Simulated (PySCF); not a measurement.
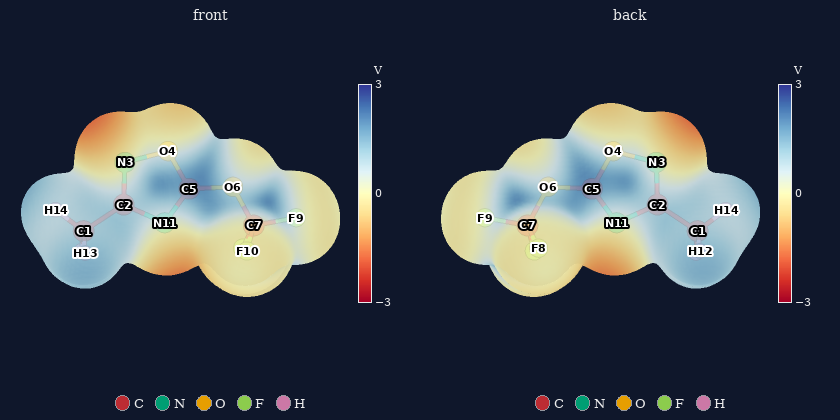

Figure. C$_{4}$H$_{3}$F$_{3}$N$_{2}$O$_{2}$ (SMILES Cc1noc(OC(F)(F)F)n1). The molecular electrostatic potential painted on the density surface at 0.004 e/bohr³, seen from the front and from behind; red is negative and blue positive.

Geometry: GFN2-xTB.

Computed with PBE0/pcSseg-1, SCF density, gas phase, non-relativistic (PySCF).

```yaml
atoms:
  - { symbol: C, position_ang: [2.5202, 0.3175, -0.3651] }
  - { symbol: C, position_ang: [1.3138, -0.3839, 0.1048] }
  - { symbol: N, position_ang: [1.2674, -1.6389, 0.4352] }
  - { symbol: O, position_ang: [-0.0249, -1.8814, 0.8112] }
  - { symbol: C, position_ang: [-0.6492, -0.7195, 0.6677] }
  - { symbol: O, position_ang: [-1.9582, -0.6874, 0.9787] }
  - { symbol: C, position_ang: [-2.5695, 0.5017, 0.8153] }
  - { symbol: F, position_ang: [-2.5418, 0.9306, -0.4423] }
  - { symbol: F, position_ang: [-3.8374, 0.3596, 1.1633] }
  - { symbol: F, position_ang: [-2.0497, 1.4627, 1.5718] }
  - { symbol: N, position_ang: [0.0964, 0.2382, 0.2424] }
  - { symbol: H, position_ang: [2.3412, 0.7200, -1.3601] }
  - { symbol: H, position_ang: [2.7338, 1.1533, 0.2981] }
  - { symbol: H, position_ang: [3.3573, -0.3729, -0.3830] }
```

Which sites attract a positive test charge, and which a negative one?

Answer. A positive charge is drawn to the negative regions and a negative charge to the positive ones. The most negative region (about −1.6 V) lies over N3, the most positive (about +2.0 V) over the π face of C5 and C7. N3 is the likeliest acceptor of a hydrogen bond.
